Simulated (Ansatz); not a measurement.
The calculation's input:

```
crystal:
  periodic: [false, false, false]
  atoms:
    - {symbol: Si, position_ang: [-0.175586, 1.509811, 0.843370]}
    - {symbol: Cl, position_ang: [3.118962, -0.914602, 0.160469]}
    - {symbol: N, position_ang: [-0.494653, 0.102051, -0.065346]}
    - {symbol: Si, position_ang: [-1.090900, -1.363639, 0.674211]}
    - {symbol: Si, position_ang: [-0.118713, 0.058367, -1.774315]}
    - {symbol: H, position_ang: [2.590234, 0.045301, 0.833000]}
    - {symbol: F, position_ang: [1.292853, 1.426859, 1.511482]}
    - {symbol: H, position_ang: [-1.118102, 1.648882, 1.972014]}
    - {symbol: H, position_ang: [-0.149276, 2.688467, -0.049940]}
    - {symbol: H, position_ang: [-1.475630, -1.040104, 2.071577]}
    - {symbol: H, position_ang: [-0.054679, -2.425143, 0.670854]}
    - {symbol: H, position_ang: [-2.276450, -1.852309, -0.077748]}
    - {symbol: H, position_ang: [0.213744, -1.341662, -2.138688]}
    - {symbol: H, position_ang: [1.026249, 0.959587, -2.051183]}
    - {symbol: H, position_ang: [-1.288051, 0.498134, -2.579757]}
basis:
  gaussian: {orbitals: def2-TZVPP}
hamiltonian: {xc: pbe0, dispersion: d4}
output: {orbitals: {seedname: orbitals}}
```

Launched as:

```sh
ansatz run in.yaml --threads 4 --pin off --events-out ev --progress --plain --max-ram 66560MiB --backend cuda --devices 0, --max-vram 37GiB
```

The product side of a reaction path; geometry: PBE0-D4/def2-TZVP; a saddle point, not a minimum.

These are results of Ansatz, RKS PBE0-D4/def2-TZVPP, not measurements.

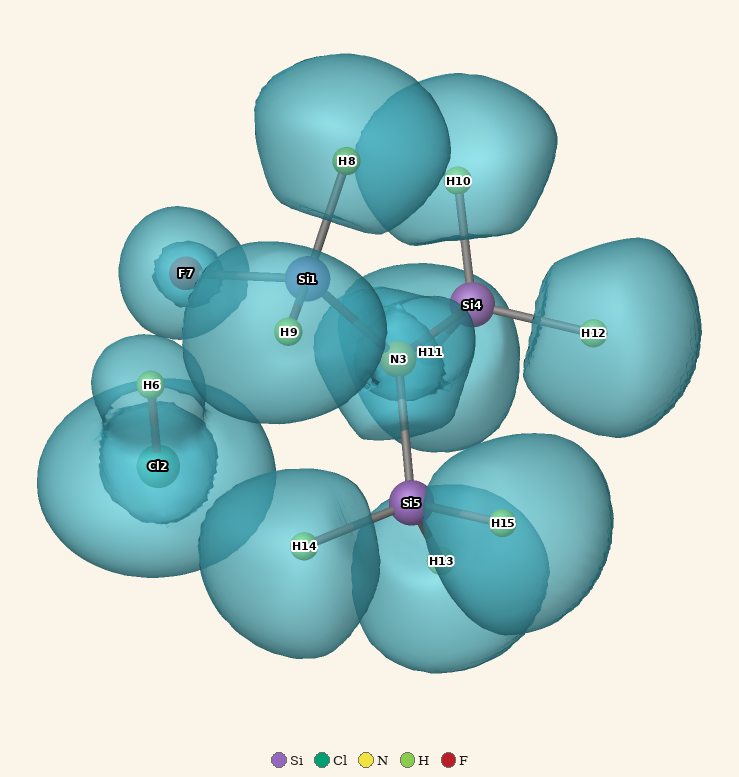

FH8NSi3···HCl. Isosurface of the ELF at 0.75 (cyan), seen at a tilt. Core shells and regions of very low density are left out.

Where are the electrons localised?

Answer. At this value the surface marks out eight regions around hydrogen nuclei, one region on Cl in which the atom's valence shell and bonds are merged, one region on N in which the atom's valence shell and bonds are merged and one region wrapped around F (its lone pairs, merged into a ring or cap). Profiles from the grid: F7···H6 (2.01 Å): the ELF dips to about 0.05 between them. Si–F (1.62 Å): the ELF peaks at about 0.85 in the valence shell of F, 0.6 Å from its nucleus, and is about 0.50 at the midpoint.
